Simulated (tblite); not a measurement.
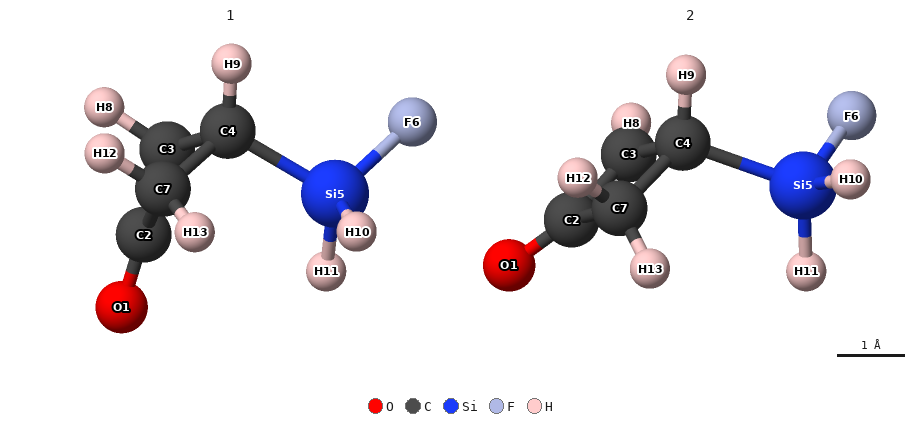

Two geometries of C₄H₆FOSi (multiplicity 2), drawn at one scale. One is the start of a relaxation, the other its converged end. A ball-and-stick model, seen face on.

Method: GFN2-xTB geometry optimisation, gas phase in tblite 0.8.0. 

Which geometry has the lower energy?

Structure 2 is the relaxed one. The largest move after the best rigid fit is that of H8, 1.34 Å. By element the largest moves are H 1.34 Å, O 1.25 Å, C 0.53 Å, F 0.46 Å, Si 0.20 Å. Among the contacts that change: Si5–F6 1.674 → 1.607 Å, C3–H8 1.132 → 1.075 Å, C4–Si5 1.868 → 1.923 Å, C2–C3 1.480 → 1.427 Å. Among the angles between lasting bonds that change: C2–C3–H8 106.9° → 134.3°, C4–C3–H8 114.7° → 132.1°, H10–Si5–H11 105.9° → 116.5°. Groups turn about C4–C7 by about 25°, C2–C7 by about 25°, C4–Si5 by about 25°. After 100 geometry steps the energy has fallen by 1.210 eV.
